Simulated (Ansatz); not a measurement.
# Mg2CrCu2: relaxing a made-up structure

Starting from a made-up structure for Mg2CrCu2, the aim is the relaxed cell, its shortest contacts and, where a second run follows, its electronic structure.

Main program and level: Ansatz 0.2.0; DFT, PBEsol, plane-wave PAW, default files, scalar-relativistic, ferromagnetic start, cell and ions relaxed at zero pressure, in the first sound run; inputs show where later runs differ.

**1. The starting structure**

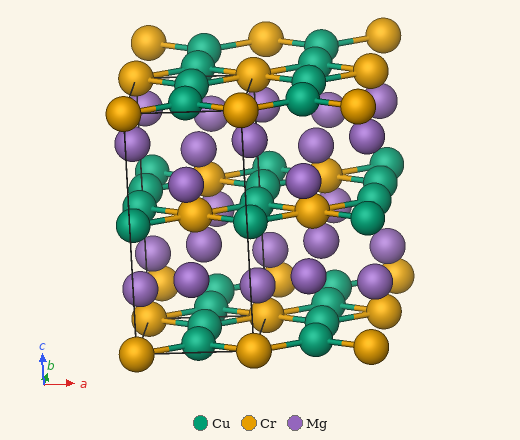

The starting structure, seen slightly off an axis (copper teal, chromium orange, magnesium purple). 2×2×1 cells are drawn. This picture shows the conventional cell, with its axes. Some periodic images of atoms are drawn too.

**2. Relaxation of the guess**

The guessed cell has no reason to be at equilibrium. It is relaxed with the atoms, within the space group of the guess.

File input.yaml:

```yaml
crystal:
  lattice:
    - [-1.9145, 2.421, 4.0215]
    - [1.9145, -2.421, 4.0215]
    - [1.9145, 2.421, -4.0215]
  atoms:
    - { symbol: Cu, position: [0.2573, 0.5, 0.7573], spin: 0.6 }
    - { symbol: Cu, position: [0.7427, 0.5, 0.2427], spin: 0.6 }
    - { symbol: Cr, position: [0.0, 0.0, 0.0], spin: 3.0 }
    - { symbol: Mg, position: [0.698, 0.198, 0.5] }
    - { symbol: Mg, position: [0.302, 0.802, 0.5] }
magnetization:
  spin_polarized: true
kpoints:
  mp_grid: { grid: [9, 9, 9] }
scf:
  occupations: { method: fermi_dirac, width: 0.05 }
hamiltonian:
  xc: pbesol
  pseudopotentials: { kind: paw }
relax:
  f_tol: 0.015
  max_steps: 70
  cell: {}
output:
  forces: true
  stress: true
```

Command:

```
$ ansatz run input.yaml --threads 4 --pin off --max-ram 8192MiB --backend cpu --events-out ev --progress --plain --runs-dir out
```

Numbers of over 12 decimals in the logs are rounded to 6 here.

What it wrote:

```text
Engine: ansatz 0.2.0, aarch64-unknown-linux-gnu
Pseudopotentials: kind: paw
Pseudopotential: Cu, paw, valence charge 19, recommended cutoff 420 eV (normal), Cu.paw.azcp
Pseudopotential: Cr, paw, valence charge 14, recommended cutoff 420 eV (normal), Cr.paw.azcp
Pseudopotential: Mg, paw, valence charge 10, recommended cutoff 420 eV (normal), Mg.paw.azcp
Functional definition: PBEsol
  exchange = pbesol_x
  correlation = pbesol_c
Crystal: 5 atoms, lattice volume = 74.559 Å³
Basis set: ecut = 420 eV, 1471 PW (Γ), exchange–correlation on 72×72×72 points (8 copies of the dense FFT grid, shifted against one another)
Bands: 46, of which v1, the nominal top of the filled ones, is band 36 counted from 1 (35 counted from 0)
Symmetry: 8 space group operations
Space group: Immm (ITA 71), of the structure as read, at distance tolerance 4.2e-5 Å
Magnetic group: BNS 71.533 (UNI 631), of the structure as read, at distance tolerance 4.2e-5 Å
k-points: 125 of 729
Non-local potential: Cu, projectors of the file, l = 0: 3, l = 1: 2, l = 2: 3, l = 3: 1
Non-local potential: Cr, projectors of the file, l = 0: 3, l = 1: 2, l = 2: 3, l = 3: 1
Non-local potential: Mg, projectors of the file, l = 0: 3, l = 1: 2, l = 2: 1
PAW form: soft (Blöchl's): semilocal exchange-correlation on the pseudo side does not see the compensation charge
PAW frozen core: Cu, regenerated for the run's functional, and the local potential with it (the file was generated under x = pbe(κ = 0.804, μ = 0.219515), c = pbe(β = 0.066725))
PAW frozen core: Cr, regenerated for the run's functional, and the local potential with it (the file was generated under x = pbe(κ = 0.804, μ = 0.219515), c = pbe(β = 0.066725))
PAW frozen core: Mg, regenerated for the run's functional, and the local potential with it (the file was generated under x = pbe(κ = 0.804, μ = 0.219515), c = pbe(β = 0.066725))
PAW one-centre angular grid: Cu, 590 points (default); XC on 64 Gauss nodes
PAW one-centre angular grid: Cr, 590 points (default); XC on 64 Gauss nodes
PAW one-centre angular grid: Mg, 110 points (default); XC on 64 Gauss nodes
Initial density: superposition of atomic densities (chi_scale 0.1, normalization cell)
Starting moments: Σ|m| = 4.2 μB on 3 of 5 sites
Initial wavefunctions: pseudopotential atomic-orbital guess
Functional: x = pbesol(κ = 0.804, μ = 0.123457), c = pbesol(β = 0.046)
SCF iter   1: F=—  HF=-20353.610676 eV  |F-HF|=—  |Δ(HF+E_count)|=         —  Δρ=1.31e-1 (↑1.27e-1 ↓1.31e-1)  dr2=3.22e1  dr2_m=2.26e-1  M=2.898 μB ∫|m|=3.005 μB  β_m=0.30  ethr=3.10e-3  ⟨swp⟩=6.3  Hψ=39561  notcnv=0  defer=4
Mixer restart at iter 1: flushing history
preconditioner: auto → Kerker (q_TF=auto, 2.712 Å⁻¹)  [metal: Δε(μ)=0.008 eV  Ē_g=6.913 eV  σ=0.050 eV  W_gap=0.04  n_scr=28 (ndim 8)  ℏωp=24.3 eV  f_vac=0.000  D(μ)=2.89/eV (n_scr^D=24)]
spin=Collinear: Kerker preconditioning applied to the charge; magnetization (m = ρ↑ − ρ↓) channel mixes plain (no charge-response kernel on spin).
SCF iter   2: F=—  HF=-20350.473476 eV  |F-HF|=—  |Δ(HF+E_count)|=    3.14e0  Δρ=3.44e-2 (↑3.44e-2 ↓3.40e-2)  dr2=2.33e0  dr2_m=5.80e-2  M=3.162 μB ∫|m|=3.228 μB  β_m=0.28  ethr=3.10e-3  ⟨swp⟩=3.1  Hψ=29498  notcnv=0  defer=606
SCF iter   3: F=—  HF=-20349.583576 eV  |F-HF|=—  |Δ(HF+E_count)|=   8.90e-1  Δρ=2.69e-2 (↑1.62e-2 ↓2.69e-2)  dr2=1.04e0  dr2_m=6.05e-2  M=3.149 μB ∫|m|=3.252 μB  β_m=0.40  ethr=3.10e-3  ⟨swp⟩=2.0  Hψ=19056  notcnv=0  defer=627
SCF iter   4: F=—  HF=-20349.312545 eV  |F-HF|=—  |Δ(HF+E_count)|=   2.71e-1  Δρ=1.46e-2 (↑8.77e-3 ↓1.46e-2)  dr2=2.79e-1  dr2_m=2.91e-2  M=3.143 μB ∫|m|=3.347 μB  β_m=0.60  ethr=1.45e-3  ⟨swp⟩=2.0  Hψ=15109  notcnv=0  defer=618
SCF iter   5: F=—  HF=-20349.324343 eV  |F-HF|=—  |Δ(HF+E_count)|=         —  Δρ=1.42e-2 (↑1.42e-2 ↓8.40e-3)  dr2=1.22e-1  dr2_m=6.10e-2  M=3.331 μB ∫|m|=3.673 μB  β_m=0.60  ethr=3.88e-4  ⟨swp⟩=2.0  Hψ=17260  notcnv=0  defer=618
Mixer restart at iter 5: flushing history
SCF iter   6: F=—  HF=-20349.318661 eV  |F-HF|=—  |Δ(HF+E_count)|=   5.68e-3  Δρ=5.90e-3 (↑3.65e-3 ↓5.90e-3)  dr2=4.01e-2  dr2_m=2.53e-3  M=3.280 μB ∫|m|=3.642 μB  β_m=0.58  ethr=1.70e-4  ⟨swp⟩=2.0  Hψ=19068  notcnv=0  defer=660
SCF iter   7: F=—  HF=-20349.317674 eV  |F-HF|=—  |Δ(HF+E_count)|=   9.87e-4  Δρ=7.00e-3 (↑7.00e-3 ↓6.91e-3)  dr2=9.03e-2  dr2_m=4.14e-3  M=3.319 μB ∫|m|=3.686 μB  β_m=0.48  ethr=5.58e-5  ⟨swp⟩=2.0  Hψ=22340  notcnv=0  defer=660
SCF iter   8: F=—  HF=-20349.302202 eV  |F-HF|=—  |Δ(HF+E_count)|=   1.55e-2  Δρ=1.44e-3 (↑1.44e-3 ↓1.07e-3)  dr2=5.62e-3  dr2_m=5.13e-4  M=3.311 μB ∫|m|=3.688 μB  β_m=0.56  ethr=5.58e-5  ⟨swp⟩=2.0  Hψ=18852  notcnv=0  defer=669
SCF iter   9: F=—  HF=-20349.300833 eV  |F-HF|=—  |Δ(HF+E_count)|=   1.37e-3  Δρ=1.10e-3 (↑1.10e-3 ↓5.98e-4)  dr2=1.22e-3  dr2_m=2.02e-4  M=3.305 μB ∫|m|=3.689 μB  β_m=0.78  ethr=7.80e-6  ⟨swp⟩=1.7  Hψ=12895  notcnv=0  defer=669
SCF iter  10: F=—  HF=-20349.301061 eV  |F-HF|=—  |Δ(HF+E_count)|=   2.28e-4  Δρ=5.17e-4 (↑5.17e-4 ↓3.91e-4)  dr2=3.28e-4  dr2_m=4.15e-5  M=3.310 μB ∫|m|=3.694 μB  β_m=0.87  ethr=1.69e-6  ⟨swp⟩=2.0  Hψ=17754  notcnv=0  defer=669
SCF iter  11: F=—  HF=-20349.301012 eV  |F-HF|=—  |Δ(HF+E_count)|=   4.93e-5  Δρ=1.84e-4 (↑1.84e-4 ↓5.43e-5)  dr2=3.63e-5  dr2_m=5.80e-6  M=3.310 μB ∫|m|=3.695 μB  β_m=0.93  ethr=4.55e-7  ⟨swp⟩=2.3  Hψ=15336  notcnv=0  defer=669
SCF iter  12: F=—  HF=-20349.301006 eV  |F-HF|=—  |Δ(HF+E_count)|=   6.06e-6  Δρ=1.78e-5 (↑1.39e-5 ↓1.78e-5)  dr2=6.08e-7  dr2_m=1.64e-8  M=3.310 μB ∫|m|=3.694 μB  β_m=0.96  ethr=5.04e-8  ⟨swp⟩=2.5  Hψ=16364  notcnv=0  defer=669
SCF iter  13: F=—  HF=-20349.301006 eV  |F-HF|=—  |Δ(HF+E_count)|=   4.47e-8  Δρ=4.29e-6 (↑3.12e-6 ↓4.29e-6)  dr2=3.82e-8  dr2_m=1.35e-9  M=3.310 μB ∫|m|=3.694 μB  β_m=0.92  ethr=8.44e-10  ⟨swp⟩=2.0  Hψ=19585  notcnv=0  defer=669
SCF iter  14: F=—  HF=-20349.301006 eV  |F-HF|=—  |Δ(HF+E_count)|=   2.31e-8  Δρ=8.13e-6 (↑8.13e-6 ↓4.97e-6)  dr2=1.54e-7  dr2_m=4.47e-9  M=3.310 μB ∫|m|=3.694 μB  β_m=0.96  ethr=5.31e-11  ⟨swp⟩=2.0  Hψ=19930  notcnv=0  defer=669
SCF iter  15: F=-20349.301006 eV  HF=-20349.301006 eV  |F-HF|=3.74e-8  |Δ(HF+E_count)|=   9.79e-9  Δρ=5.78e-6 (↑5.78e-6 ↓2.34e-6)  dr2=3.90e-8  dr2_m=3.10e-9  M=3.310 μB ∫|m|=3.694 μB  ethr=5.31e-11  ⟨swp⟩=2.0  Hψ=31835  notcnv=0
SCF 1 converged in 15 iterations: F = -20349.301006 eV  dr2 = 3.90e-8
  greatest PAW one-centre occupation: 1.000 electrons in one spin orbital (limit 2), on the Mg atom at site 4 (counted from 0), in its partial waves of l = 0
[...]
relax step   4: F+E_penalty+E_count = -20349.73296875 eV  Δ(F+E_penalty+E_count) = -1.597e-2 eV  max|allowed force component| = 1.704e-1 eV/Å  Δτ_max = 0.0441 Å  P = +0.421 GPa  Ω = 79.445 Å³  energy of the carried Pulay correction = -1.365e-3 eV  (10 SCF iters, dr2 threshold 5.00e-7 eV, accepted)
[...]
relax step   5: F+E_penalty+E_count = -20349.73879112 eV  Δ(F+E_penalty+E_count) = -5.822e-3 eV  max|allowed force component| = 1.334e-2 eV/Å  Δτ_max = 0.0188 Å  P = -0.038 GPa  Ω = 79.830 Å³  energy of the carried Pulay correction = -1.469e-3 eV  (9 SCF iters, dr2 threshold 5.00e-7 eV, accepted)
[...]
relax step   6: F+E_penalty+E_count = -20349.73886666 eV  Δ(F+E_penalty+E_count) = -7.554e-5 eV  max|allowed force component| = 4.030e-3 eV/Å  Δτ_max = 0.0023 Å  P = +0.025 GPa  Ω = 79.793 Å³  energy of the carried Pulay correction = -1.459e-3 eV  (9 SCF iters, dr2 threshold 3.13e-8 eV, accepted)
[...]
relax step   7: F+E_penalty+E_count = -20349.73887154 eV  Δ(F+E_penalty+E_count) = -4.882e-6 eV  max|allowed force component| = 2.479e-4 eV/Å  Δτ_max = 0.0006 Å  P = -0.002 GPa  Ω = 79.815 Å³  energy of the carried Pulay correction = -1.465e-3 eV  (8 SCF iters, dr2 threshold 9.33e-9 eV, accepted)
[...]
relax step   8: F+E_penalty+E_count = -20349.74420179 eV  Δ(F+E_penalty+E_count) = -5.330e-3 eV  max|allowed force component| = 1.498e-3 eV/Å  Δτ_max = 0.0000 Å  P = +0.154 GPa  Ω = 79.815 Å³  stress off target by 2.76e-1 GPa  SCF on the basis re-selected at this cell (its energy is not comparable with the rows above)  (12 SCF iters)
[...]
relax step   9: F+E_penalty+E_count = -20349.74433653 eV  Δ(F+E_penalty+E_count) = -1.347e-4 eV  max|allowed force component| = 6.400e-4 eV/Å  Δτ_max = 0.0003 Å  P = +0.009 GPa  Ω = 79.931 Å³  energy of the carried Pulay correction = -2.953e-5 eV  (7 SCF iters, dr2 threshold 1.90e-7 eV, accepted)
iter 1 solved again at ethr=1.74e-8 eV; its pass at ethr=3.10e-3 eV (dr2=1.25e-5 eV) is discarded
SCF iter   1: F=—  HF=-20349.744359 eV  |F-HF|=—  |Δ(HF+E_count)|=         —  Δρ=6.68e-5 (↑6.68e-5 ↓6.09e-5)  dr2=3.01e-7  dr2_m=7.80e-8  M=3.751 μB ∫|m|=4.128 μB  β_m=0.65  ethr=1.74e-8  ⟨swp⟩=4.0  Hψ=74783  notcnv=0
preconditioner: auto → Kerker (q_TF=auto, 2.287 Å⁻¹)  [metal: Δε(μ)=0.009 eV  Ē_g=7.259 eV  σ=0.050 eV  W_gap=0.04  n_scr=14 (ndim 8)  ℏωp=23.5 eV  f_vac=0.000  D(μ)=2.60/eV (n_scr^D=14)]
spin=Collinear: Kerker preconditioning applied to the charge; magnetization (m = ρ↑ − ρ↓) channel mixes plain (no charge-response kernel on spin).
SCF iter   2: F=—  HF=-20349.744363 eV  |F-HF|=—  |Δ(HF+E_count)|=   3.75e-6  Δρ=2.47e-5 (↑2.47e-5 ↓2.34e-5)  dr2=1.55e-7  dr2_m=7.61e-9  M=3.751 μB ∫|m|=4.128 μB  β_m=0.52  ethr=4.18e-10  ⟨swp⟩=2.0  Hψ=17034  notcnv=0
SCF iter   3: F=—  HF=-20349.744363 eV  |F-HF|=—  |Δ(HF+E_count)|=   1.61e-7  Δρ=1.63e-5 (↑1.63e-5 ↓1.60e-5)  dr2=1.81e-7  dr2_m=5.42e-9  M=3.751 μB ∫|m|=4.128 μB  β_m=0.41  ethr=2.16e-10  ⟨swp⟩=2.0  Hψ=20426  notcnv=0
SCF iter   4: F=—  HF=-20349.744363 eV  |F-HF|=—  |Δ(HF+E_count)|=   3.30e-8  Δρ=1.10e-6 (↑1.10e-6 ↓8.89e-7)  dr2=7.12e-10  dr2_m=4.89e-11  M=3.751 μB ∫|m|=4.128 μB  β_m=0.45  ethr=2.16e-10  ⟨swp⟩=2.0  Hψ=14421  notcnv=0
SCF iter   5: F=—  HF=-20349.744363 eV  |F-HF|=—  |Δ(HF+E_count)|=   2.50e-8  Δρ=6.60e-7 (↑6.60e-7 ↓3.30e-7)  dr2=7.74e-10  dr2_m=3.32e-11  M=3.751 μB ∫|m|=4.128 μB  β_m=0.72  ethr=1.00e-12  ⟨swp⟩=2.0  Hψ=15525  notcnv=0
SCF iter   6: F=—  HF=-20349.744363 eV  |F-HF|=—  |Δ(HF+E_count)|=   2.34e-9  Δρ=3.65e-7 (↑3.65e-7 ↓2.65e-7)  dr2=4.92e-10  dr2_m=5.27e-12  M=3.751 μB ∫|m|=4.128 μB  β_m=0.86  ethr=1.00e-12  ⟨swp⟩=2.0  Hψ=18842  notcnv=0
SCF iter   7: F=—  HF=-20349.744363 eV  |F-HF|=—  |Δ(HF+E_count)|=  3.64e-10  Δρ=1.12e-7 (↑9.80e-8 ↓1.12e-7)  dr2=5.64e-11  dr2_m=1.72e-12  M=3.751 μB ∫|m|=4.128 μB  β_m=0.91  ethr=1.00e-12  ⟨swp⟩=2.0  Hψ=17704  notcnv=0
SCF iter   8: F=—  HF=-20349.744363 eV  |F-HF|=—  |Δ(HF+E_count)|=  2.18e-11  Δρ=6.28e-8 (↑6.28e-8 ↓5.03e-8)  dr2=4.99e-12  dr2_m=3.81e-13  M=3.751 μB ∫|m|=4.128 μB  β_m=0.95  ethr=1.00e-12  ⟨swp⟩=1.0  Hψ=11503  notcnv=0
SCF iter   9: F=-20349.744363 eV  HF=-20349.744363 eV  |F-HF|=3.64e-12  |Δ(HF+E_count)|=  3.64e-12  Δρ=3.34e-8 (↑3.34e-8 ↓1.14e-8)  dr2=1.78e-12  dr2_m=1.01e-13  M=3.751 μB ∫|m|=4.128 μB  ethr=1.00e-12  ⟨swp⟩=2.0  Hψ=29640  notcnv=0
SCF 10 converged in 9 iterations: F = -20349.744363 eV  dr2 = 1.78e-12
relax step  10: F+E_penalty+E_count = -20349.74436339 eV  Δ(F+E_penalty+E_count) = -2.686e-5 eV  max|allowed force component| = 6.517e-4 eV/Å  Δτ_max = 0.0000 Å  P = +0.008 GPa  Ω = 79.931 Å³  stress off target by 2.17e-2 GPa  SCF on the basis re-selected at this cell (its energy is not comparable with the rows above)  (9 SCF iters)
basis re-selected at this cell: Δ(F+E_penalty+E_count) = -2.686e-5 eV, ΔP = -0.001 GPa vs the last step (what re-selecting the basis moved, of the pressure what is left beyond the Pulay correction that the steps carried, after the strain that the cell walked since its last selection, with what the two solves' SCF thresholds leave and, on support functions, any second-order correction that the steps lacked; it is no m [...]
SCF converged after 9 iterations
Magnetization: 3.7512 μB (37.8756 up, 34.1244 down)
Absolute magnetization: 4.1336 μB (∫|ρ↑−ρ↓|, with the PAW one-centre terms)
Spin contamination: 0.2189 ħ² per cell (⟨S²⟩ above its minimum at these occupations)
Per-site moments (μB) at R_I (Å): [(0.079050, 0.974892), (0.079050, 0.974892), (3.131617, 1.025535), (-0.017141, 1.097350), (-0.017141, 1.097350)]
Free energy (F): -20349.744363 eV
Harris-Foulkes:  -20349.744363 eV  (|F-HF|=3.64e-12)
Internal energy: -20349.722903 eV  (E = F + TS)
E sigma→0 (E₀):  -20349.733633 eV
Entropy (-TS):   -0.021461 eV (-4.292 meV/atom)
Fermi energy:    10.803608 eV
--- Per-component energies (eV) ---
  E_band       = -1808.996614
  E_kinetic    = 1095.023144
  E_local      = -14766.350875  (includes V_loc(G=0)·N_el)
  E_nonlocal   = 1055.793195
  E_hartree    = 6238.375922
  E_xc         = -372.694241
  E_vxc        = -480.952548  (∫ρ·V_xc dr)
  E_paw        = -4982.096074  (= ΣΔE_a)
  E_vpaw       = -1189.262291  (= ΣTr[D̂ρ^β])
  E_aug_tail   = 0.000927  (compensation charges beyond the density's cutoff)
  E_ewald      = -8618.465029
  E_core_change = 0.690128  (= ΣΔE_core)
  E_smearing   = -0.021461  (= −TS)
  E_closure    = 0.000000  (closes the sum)
  Σ components = -20349.744363   (vs F -20349.744363, Δ=0.00e0)
--- Forces (eV/Å), atoms counted from 1 ---
  atom   1  Cu     0.00000000     0.00042968     0.00000000
  atom   2  Cu     0.00000000    -0.00042968     0.00000000
  atom   3  Cr     0.00000000     0.00000000    -0.00000000
  atom   4  Mg     0.00000000     0.00000000    -0.00065173
  atom   5  Mg     0.00000000     0.00000000     0.00065173
  max |Σ_I F_I| component: 1.08e-19 eV/Å
--- Stress (GPa, compression-positive) ---
        0.021704       0.000000       0.000000
        0.000000       0.002818       0.000000
        0.000000       0.000000      -0.000405
  P = ⅓ Tr σ = 0.0080 GPa (0.080 kbar)
--- Relaxed structure (8 steps of the walk, 8 accepted, 2 SCFs on fresh bases) ---
  F+E_penalty+E_count = -20349.74436339 eV   max|allowed force component| = 6.517e-4 eV/Å   (the final SCF, on the basis selected at the relaxed cell)
  cell:  # Å, volume = 79.9315 Å³
    - [-2.067642, 2.562184, 3.772004]
    - [2.067642, -2.562184, 3.772004]
    - [2.067642, 2.562184, -3.772004]
  atoms:
    - { symbol: Cu, position: [0.269398, 0.5, 0.769398] }
    - { symbol: Cu, position: [0.730602, 0.500000, 0.230602] }
    - { symbol: Cr, position: [0, 0, 0] }
    - { symbol: Mg, position: [0.698568, 0.198568, 0.500000] }
    - { symbol: Mg, position: [0.301432, 0.801432, 0.500000] }
```

The job ended after 4.7 min (4 threads of Arm Neoverse N1, shared host; peak memory 0.89 GiB).

Relaxation path:

| step | energy less that of the first step (eV) | largest force component (eV/Å) | pressure (GPa) | volume (Å³) |
| --- | --- | --- | --- | --- |
| 1 | 0.0000 | 0.9988 | 9.56 | 74.56 |
| 2 | -0.2740 | 0.6206 | 4.11 | 77.87 |
| 3 | -0.4160 | 0.2650 | 0.66 | 79.83 |
| 4 | -0.4320 | 0.1704 | 0.42 | 79.44 |
| 5 | -0.4378 | 0.0133 | -0.04 | 79.83 |
| 6 | -0.4379 | 0.0040 | 0.02 | 79.79 |
| 7 | -0.4379 | 0.0002 | 0.00 | 79.82 |
| 8* | -0.4432 | 0.0015 | 0.15 | 79.82 |
| 9 | -0.4433 | 0.0006 | 0.01 | 79.93 |
| 10* | -0.4434 | 0.0007 | 0.01 | 79.93 |

Relaxation steps marked * repeat the geometry before them on a plane-wave basis chosen anew for their cell, so energy and pressure can jump there.

The run keeps the 8 symmetry operations that it works with, so distortions that break them were not tested.

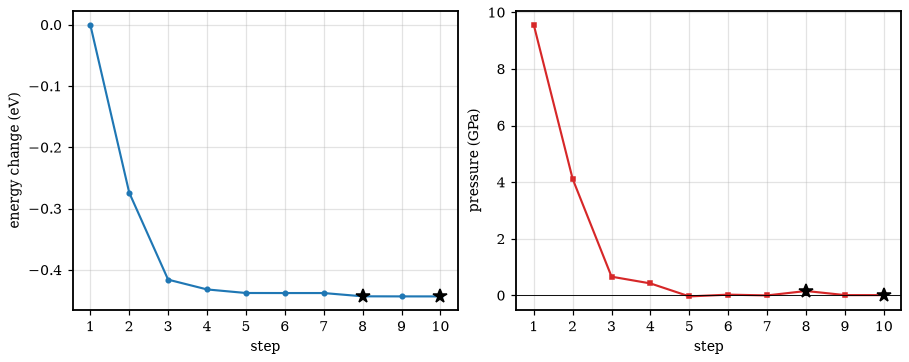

Energy and pressure along the relaxation. Stars mark steps on a basis chosen anew.

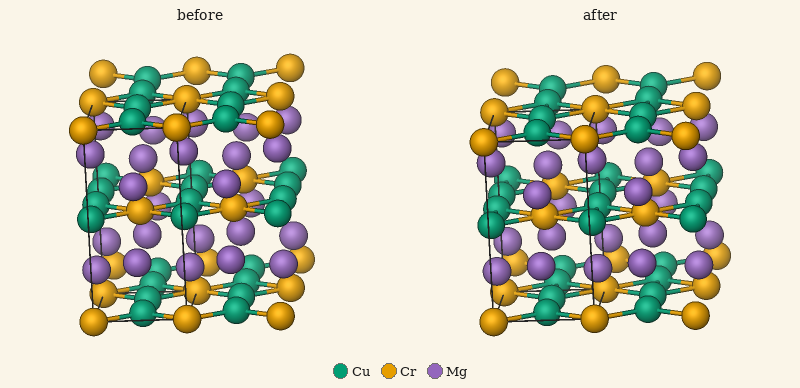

The structure before and after the relaxation, drawn at the same scale.

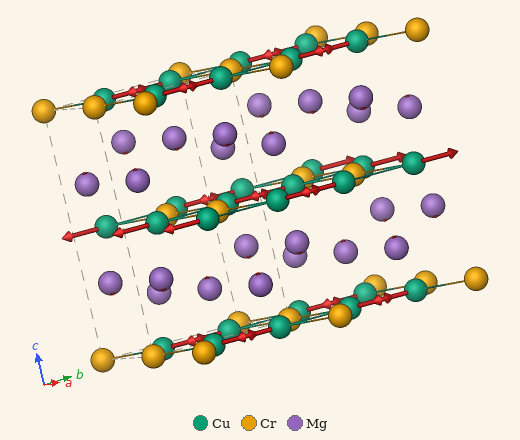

Displacements in the relaxation, exaggerated, measured against the changing cell; the longest in the cell stands for 0.06 Å. 2×2×1 conventional cells are drawn. Some periodic images of atoms are drawn too.

| conventional cell, symmetrised | before | after | change |
| --- | --- | --- | --- |
| a (Å) | 3.829 | 4.135 | +8.0 % |
| b (Å) | 4.842 | 5.124 | +5.8 % |
| c (Å) | 8.043 | 7.544 | -6.2 % |
| volume (Å³/atom) | 14.91 | 15.99 | +7.2 % |

The atoms that moved most (Å, as changes of fractional coordinates times the final cell):

| atom | dx | dy | dz | length |
| --- | --- | --- | --- | --- |
| Cu1 | 0.000 | 0.062 | 0.000 | 0.062 |
| Cu2 | 0.000 | -0.062 | 0.000 | 0.062 |

The relaxed structure:

```xyz
5
Lattice="-2.0676 2.5622 3.7720 2.0676 -2.5622 3.7720 2.0676 2.5622 -3.7720" Properties=species:S:1:pos:R:3 pbc="T T T"
Cu    2.0676    1.3805    0.0000
Cu    0.0000    1.1817    3.7720
Cr    0.0000    0.0000    0.0000
Mg    0.0000    2.5622    1.4980
Mg    2.0676    0.0000    2.2740
```

Numbers from this step:

- free energy: -20349.7444 eV
- energy at zero smearing: -20349.7336 eV
- smearing term TS: 0.02146 eV
- Fermi energy: 10.80 eV
- magnetization: 3.751 μB
- absolute magnetization: 4.134 μB
- site moments: 0.07905, 0.07905, 3.132, -0.01714, -0.01714 μB
- electrons: 72
- symmetry operations: 8
- pressure: 0.008039 GPa

Site moment by atom:

| atom | site moment (μB) |
| --- | --- |
| Cu1 | 0.08 |
| Cu2 | 0.08 |
| Cr3 | 3.13 |
| Mg4 | -0.02 |
| Mg5 | -0.02 |

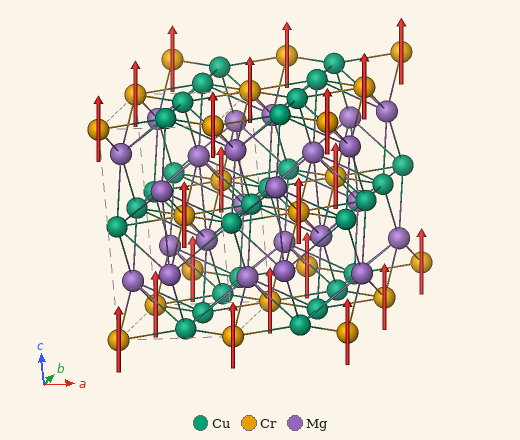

Site moment as arrows, the longest 3.13 μB. Up and down stand for the sign. Arrows give size and sign along the axis of quantisation, drawn up and down the page. 2×2×1 conventional cells are drawn. Some periodic images of atoms are drawn too.

The shortest distance of each pair, which need not be the same contact before and after:

| pair | guess (Å) | relaxed (Å) |
| --- | --- | --- |
| Cu–Cu | 2.350 | 2.363 |
| Cr–Cu | 2.284 | 2.486 |
| Cu–Mg | 2.730 | 2.660 |
| Cr–Mg | 2.898 | 2.968 |
| Mg–Mg | 3.185 | 2.996 |

The relaxation ends with a largest force component of 6.5e-4 eV/Å and a pressure of 0.01 GPa.

[end of part 1 of 2]

[Logs are printed without paths, hosts, clocks, repeated set-up lines and the standing remarks that a program may print on its own settings, such as how far it seeks lower states.]

[Hosts, paths, dates, database ids (printed as entryN), source tags and the programs' standing remarks are cut or masked in the printed files.]
